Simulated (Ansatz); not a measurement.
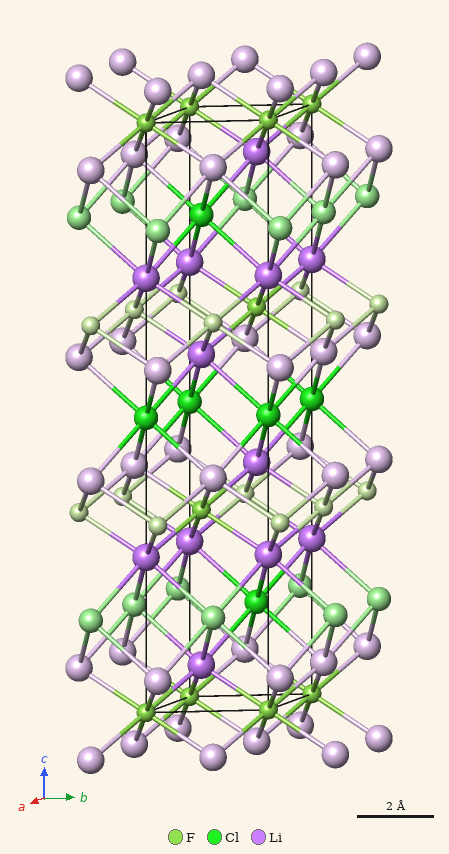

The crystal in a ball-and-stick representation, seen slightly off an axis. The edges of the conventional unit cell are marked. The bonded neighbours beyond the faces are included, in fainter colours.

Li$_{2}$ClF, space group R-3m (No. 166), a = 3.288 Å, b = 3.288 Å, c = 15.791 Å, α = 90.00°, β = 90.00°, γ = 120.00°. The structure comes from a structure type filled with these elements by a generator (whether the compound takes this form wasn't checked). Earlier steps of the study may have refined or changed the cell and positions. It was run through Ansatz as a DFT input.

This one geometry was computed with Ansatz (DFT, plane waves, PAW) at four levels of theory: r2SCAN, HSE06, PBE and PBE0. It was relaxed beforehand with r2SCAN.

How does the band gap change with the level of theory?

Answer. PBE: a gap of 4.86 eV, direct; r2SCAN: a gap of 5.57 eV, direct; HSE06: a gap of 6.31 eV, direct; PBE0: a gap of 7.04 eV, direct.

Collect the results in a table.

Answer.
| level | cutoff (eV) | k-mesh of the run's cell | gap (eV) | pressure (GPa) |
| --- | --- | --- | --- | --- |
| r2SCAN | 500 | 10×10×10 | 5.57 | 0.0 |
| HSE06 | 420 | 6×6×6 | 6.31 | 0.2 |
| PBE | 420 | 10×10×10 | 4.86 | 1.5 |
| PBE0 | 420 | 6×6×6 | 7.04 | 0.2 |

Gaps are taken on the k-mesh or band path of each run.
